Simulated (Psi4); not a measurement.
**C2H6Si (SMILES CC[SiH]): MP2/cc-pVDZ**

Aim: the energy change on altering one bond length of C2H6Si at MP2/cc-pVDZ, from 2 runs. 

Program for the calculation: Psi4 1.11.

2 further runs of the same task are left out: 2 set aside as unsound or not needed.

### 1 The molecule

C2H6Si has 9 atoms, charge 0, and is taken as a singlet. As SMILES, `CC[SiH]`. The shape is that of a PBE0-D4/def2-TZVP optimisation. This is one conformer, not always the lowest.

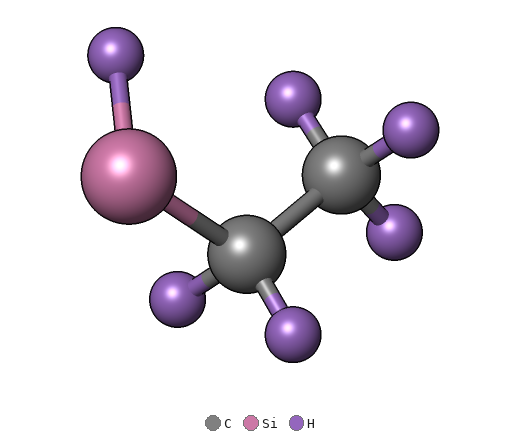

Viewed from a chosen angle; carbon grey, silicon pink, hydrogen purple.

### 2 The energy at MP2/cc-pVDZ

File job.in:

```
memory 2200 MB

molecule m {
  C     -0.593600     0.495600    -0.562700
  C      0.423400    -0.563800    -0.158900
  Si     1.475100    -0.358700     1.398700
  H     -1.208900     0.173100    -1.407700
  H     -0.098000     1.423000    -0.860500
  H     -1.258400     0.736300     0.269500
  H      1.051000    -0.864800    -1.004300
  H     -0.103000    -1.497700     0.133400
  H      0.401100     0.410600     2.175300
  symmetry c1
}

set basis cc-pVDZ
set puream true
set e_convergence 1e-09
set d_convergence 1e-08
set scf_type pk
set num_frozen_docc 7
set mp2_type conv

energy_value = energy("mp2")
```

Command:

```
$ psi4 -i job.in -o job.out -n 1
```

job.out:

```text
[...]
  Running in c1 symmetry.
[...]
  Nuclear repulsion =   95.800476581944153
[...]
  Multiplicity = 1
[...]
  Nalpha       = 16
  Nbeta        = 16
[...]
    Number of basis functions: 76
[...]
   @RHF iter   1:  -368.00718507851514   -6.27137e-01   4.78154e-03 DIIS/ADIIS
[...]
   @RHF iter  13:  -368.09845257481578   -3.06954e-12   2.48549e-09 DIIS
[...]
    Orbital Energies [Eh]
    ---------------------
    Doubly Occupied:
       1A    -68.786413     2A    -11.227556     3A    -11.219444
       4A     -6.132196     5A     -4.235861     6A     -4.233855
       7A     -4.232508     8A     -1.024806     9A     -0.851399
      10A     -0.648362    11A     -0.601281    12A     -0.555196
      13A     -0.520209    14A     -0.493201    15A     -0.418935
      16A     -0.314594
[...]
  @RHF Final Energy:  -368.09845257481578
   => Energetics <=
    Nuclear Repulsion Energy =             95.8004765819441531
    One-Electron Energy =                -696.8062276551727336
    Two-Electron Energy =                 232.9072984984127856
    Total Energy =                       -368.0984525748157807
[...]
 Multipole Moments:
 ------------------------------------------------------------------------------------
     Multipole            Electronic (a.u.)      Nuclear  (a.u.)        Total (a.u.)
 ------------------------------------------------------------------------------------
 L = 1.  Multiply by 2.5417464519 to convert [e a0] to [Debye]
 Dipole X            :          4.4884716           -4.8060404           -0.3175688
 Dipole Y            :         -1.3492527            1.3678035            0.0185508
 Dipole Z            :          3.1742707           -3.5177048           -0.3434341
 Magnitude           :                                                    0.4681250
[...]
	SCS-MP2 Total Energy (a.u.)        :  -368.48225478806677
	SOS-MP2 Total Energy (a.u.)        :  -368.45626681083985
	SCSN-MP2 Total Energy (a.u.)       :  -368.23566909457378
[...]
	SOS-PI-MP2 Total Energy (a.u.)     :  -368.51590251684382
[...]
	MP2 Total Energy (a.u.)            :  -368.47459503651652
[...]
```

Run time: 6.9 s. Hardware: 1 thread of Intel Xeon Platinum 8488C (Sapphire Rapids), shared host; peak memory 0.39 GiB.

### 3 The distorted shape, same level

File c2h6si.json:

```json
{
  "schema_name": "qcschema_input",
  "schema_version": 1,
  "molecule": {
    "schema_name": "qcschema_molecule",
    "schema_version": 2,
    "symbols": ["C", "C", "Si", "H", "H", "H", "H", "H", "H"],
    "geometry": [-1.71792545, 0.82028287, -1.94631586, 0.20392602, -1.18169299, -1.18324445, 2.78753501, -0.67784476, 2.64315993, -2.88067394, 0.21084619, -3.54313444, -0.78137719, 2.57281488, -2.5090763, -2.97421538, 1.27513995, -0.37368578, 1.38991813, -1.75050055, -2.78081892, -0.79082582, -2.94650822, -0.63087751, 0.75796915, 0.77592155, 4.11072124],
    "molecular_charge": 0,
    "molecular_multiplicity": 1,
    "fix_symmetry": "c1"
  },
  "driver": "energy",
  "model": {
    "method": "mp2",
    "basis": "cc-pVDZ"
  },
  "keywords": {
    "puream": true,
    "e_convergence": 1e-09,
    "d_convergence": 1e-08,
    "scf_type": "pk",
    "num_frozen_docc": 7,
    "mp2_type": "conv"
  }
}
```

Command:

```
$ psi4 --qcschema c2h6si.json -n 1 --memory 2200MB
```

stdout:

```text
[...]
  Running in c1 symmetry.
[...]
  Nuclear repulsion =   85.783083985952402
[...]
  Multiplicity = 1
[...]
  Nalpha       = 16
  Nbeta        = 16
[...]
    Number of basis functions: 76
[...]
   @RHF iter   1:  -367.95003122424566   -1.02155e+00   5.03402e-03 ADIIS/DIIS
[...]
   @RHF iter  13:  -368.05506615475099   -3.06954e-12   3.54865e-09 DIIS
[...]
    Orbital Energies [Eh]
    ---------------------
    Doubly Occupied:
       1A    -68.825618     2A    -11.233956     3A    -11.217784
       4A     -6.164943     5A     -4.268107     6A     -4.265675
       7A     -4.264451     8A     -0.999632     9A     -0.812755
      10A     -0.636357    11A     -0.585074    12A     -0.554255
      13A     -0.502234    14A     -0.473974    15A     -0.389155
      16A     -0.304588
[...]
  @RHF Final Energy:  -368.05506615475099
   => Energetics <=
    Nuclear Repulsion Energy =             85.7830839859524019
    One-Electron Energy =                -676.6791832079829874
    Two-Electron Energy =                 222.8410330672795681
    Total Energy =                       -368.0550661547509890
[...]
 Multipole Moments:
 ------------------------------------------------------------------------------------
     Multipole            Electronic (a.u.)      Nuclear  (a.u.)        Total (a.u.)
 ------------------------------------------------------------------------------------
 L = 1.  Multiply by 2.5417464519 to convert [e a0] to [Debye]
 Dipole X            :          5.3435252           -5.3932856           -0.0497604
 Dipole Y            :         -1.2074509            1.2532813            0.0458303
 Dipole Z            :          4.4984444           -4.3874330            0.1110113
 Magnitude           :                                                    0.1300001
[...]
	SCS-MP2 Total Energy (a.u.)        :  -368.44392164073395
	SOS-MP2 Total Energy (a.u.)        :  -368.41839981817134
	SCSN-MP2 Total Energy (a.u.)       :  -368.18982137788169
[...]
	SOS-PI-MP2 Total Energy (a.u.)     :  -368.47895542874141
[...]
	MP2 Total Energy (a.u.)            :  -368.43440967528915
[...]
```

The result, in JSON:

```text
{
 "driver": "energy",
 "model": {
  "method": "mp2",
  "basis": "cc-pVDZ"
 },
 "success": true,
 "return_result": -368.43440967528915,
 "properties": {
  "calcinfo_nbasis": 76,
  "calcinfo_nmo": 76,
  "calcinfo_nalpha": 16,
  "calcinfo_nbeta": 16,
  "calcinfo_natom": 9,
  "nuclear_repulsion_energy": 85.7830839859524,
  "return_energy": -368.43440967528915,
  "scf_one_electron_energy": -676.679183207983,
  "scf_two_electron_energy": 222.84103306727957,
  "scf_dipole_moment": [-0.04976039352540784, 0.0458303427299549, 0.11101131352332505],
  "scf_total_energy": -368.055066154751,
  "scf_iterations": 13,
  "mp2_same_spin_correlation_energy": -0.07656546768789281,
  "mp2_opposite_spin_correlation_energy": -0.30277805285028875,
  "mp2_singles_energy": 0.0,
  "mp2_doubles_energy": -0.3793435205381816,
  "mp2_correlation_energy": -0.379343520538157,
  "mp2_total_energy": -368.43440967528915
 }
}
```

It took 6.3 s on 1 thread of Intel Xeon Platinum 8488C (Sapphire Rapids), shared host; peak memory 0.39 GiB.

### 4 Outcome

At MP2/cc-pVDZ, 7 core orbitals frozen:

| quantity | value |
| --- | --- |
| first shape: total energy | -368.47460 Eh |
| first shape: HOMO energy (Hartree–Fock orbitals) | -8.56 eV |
| first shape: LUMO energy (Hartree–Fock orbitals) | 0.89 eV |
| first shape: HOMO–LUMO gap (Hartree–Fock orbitals) | 9.45 eV |
| first shape: correlation energy (7 core orbitals frozen) | -376.1 mEh |
| distorted shape: total energy | -368.43441 Eh |
| distorted shape: HOMO energy (Hartree–Fock orbitals) | -8.29 eV |
| distorted shape: LUMO energy (Hartree–Fock orbitals) | 0.37 eV |
| distorted shape: HOMO–LUMO gap (Hartree–Fock orbitals) | 8.66 eV |
| distorted shape: correlation energy (7 core orbitals frozen) | -379.3 mEh |
| energy change with the C2–Si3 bond stretched from 1.891 to 2.458 Å | 1.093 eV |

**Reading.** With the C2–Si3 bond stretched from 1.891 to 2.458 Å the energy rises by 1.09 eV (106 kJ/mol). The first shape isn't relaxed at this level, so the change isn't measured from a minimum.
